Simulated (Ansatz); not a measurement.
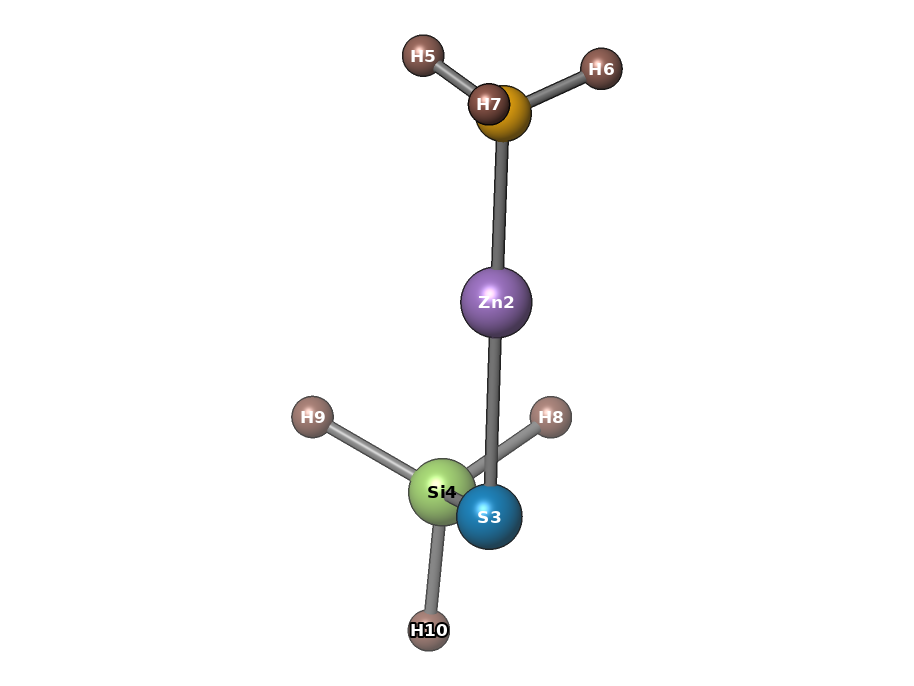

Si4 lies behind S3. The molecule seen a little off the S3–Si4 bond, S3 in front. Depth is shown by fading: the farther an atom, the more it takes the colour of the background. The computed geometry is a stationary point of PBE0-D4/def2-TZVP, a saddle point of order 1.

What is the torsion angle Zn2–S3–Si4–H8? The sign is positive where the front bond must turn clockwise to cover the back bond.

62°, synclinal (gauche).
